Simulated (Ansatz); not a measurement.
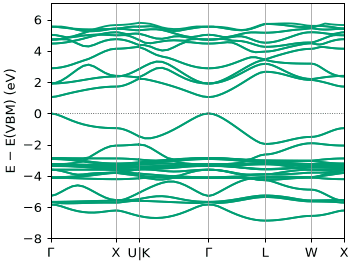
Band structure from r²SCAN with spin–orbit coupling in the plane-wave PAW code Ansatz

Problem. Read off the gap and where the band edges lie.

Solution. About 1.0 eV (1.04 eV by a search for the band edges); maximum at Γ, minimum at Γ.

The material is Rb2TlSbCl6 in space group Fm-3m (No. 225; Rb on 8c, Tl on 4b, Sb on 4a, Cl on 24e).

The first step of the workflow began from a Materials Project structure, measured or hypothetical; the Crystallography Open Database copy checked does not list it. Whether it is the stable phase at ambient conditions was not checked. The r²SCAN relaxation kept the symmetry of its start; its stability against distortions is not shown here.

Potentials: the later of the program's two PAW sets.
